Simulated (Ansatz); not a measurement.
Ligand exchange: IBr + SiH2(CH3)2 → HI + SiH(CH3)2Br

Gas-phase species: IBr (iodine monobromide), singlet; SiH2(CH3)2 (dimethylsilane), singlet; HI, singlet; SiH(CH3)2Br, singlet. The partners trade Br for H: I–Br and Si–H bonds give way to I–H and Si–Br.

Shapes, held fixed at every level: PBE0-D4/def2-TZVP. Programs: Ansatz 0.2.0. The zero-point and thermal change to 298 K, harmonic and unscaled (PBE0-D4/def2-TZVP), is -2.7 kJ/mol.

```csv
level,kind,ΔH(298 K) (kJ/mol),less CCSD(T)/def2-TZVPP
HF/def2-TZVPP,Hartree–Fock,-152.2,+5.8
B3LYP-D4/def2-TZVPP,global hybrid,-138.8,+19.2
BHLYP-D4/def2-TZVPP,global hybrid,-148.1,+9.9
wB97X-V/def2-TZVPP,range-separated hybrid,-150.3,+7.7
B2PLYP/def2-TZVPP,double hybrid,-146.8,+11.2
MP2/def2-SVP,perturbation theory,-165.9,-7.9
CCSD(T)/def2-TZVPP,coupled cluster or CI,-158.0,0.0
```

The highest level, CCSD(T)/def2-TZVPP, gives ΔH(298 K) = -158.0 kJ/mol; the levels span -165.9 to -138.8. The column of differences is taken from that level and isn't an error. No measured value is set beside it here. For atoms past krypton def2 sets carry core potentials with scalar relativity. Relativity is left out for Br. Outer-core shells of Br, I are correlated, in sets that cover them unevenly.

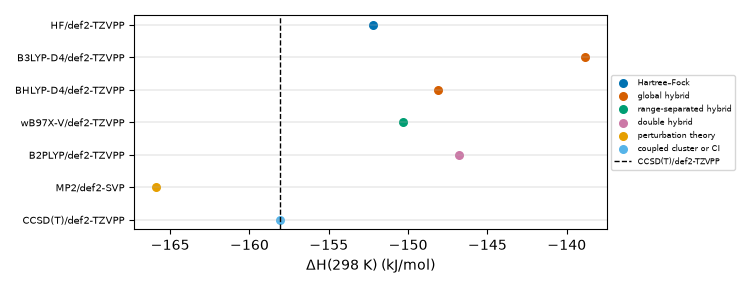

The values of the table, level by level.
